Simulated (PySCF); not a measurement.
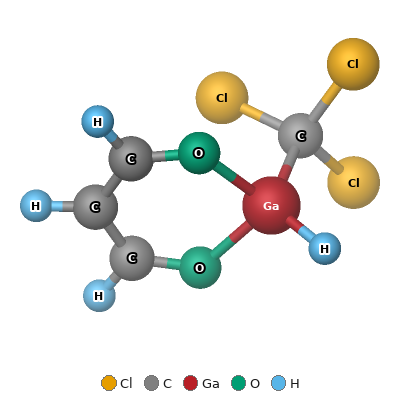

The molecule: C₄H₄Cl₃GaO₂, SMILES Cl[C](Cl)(Cl)[Ga@H-]1[O]C=CC=[O+]1, singlet.

Simulated rotational absorption lines between 2 and 8 GHz at 2 K: rigid rotor with the equilibrium constants and dipole of one optimised conformer (PBE0-D3(BJ)/def2-SVP, PySCF), commonest isotopes; no centrifugal distortion, hyperfine structure, internal rotation or nuclear-spin weights; lines within 1 MHz of each other are summed.

Question: What are the rotational constants, and what kind of rotor is it?

Answer: Rotational constants A, B, C = 1.036, 0.5218, 0.5073 GHz; Ray's κ = −0.95, a near-prolate asymmetric top.

Question: Which dipole components drive the lines?

Answer:
|μa|, |μb|, |μc| = 4.05, 0.00, 1.08 D; a-type lines carry 94 % of the intensity in this range.

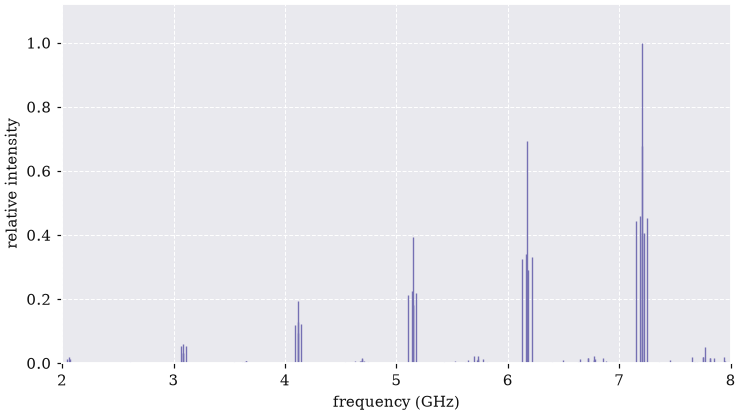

Known limits of this run: coarse grid, loose stop and no frequency check, small forces are noise and the end may be a saddle.
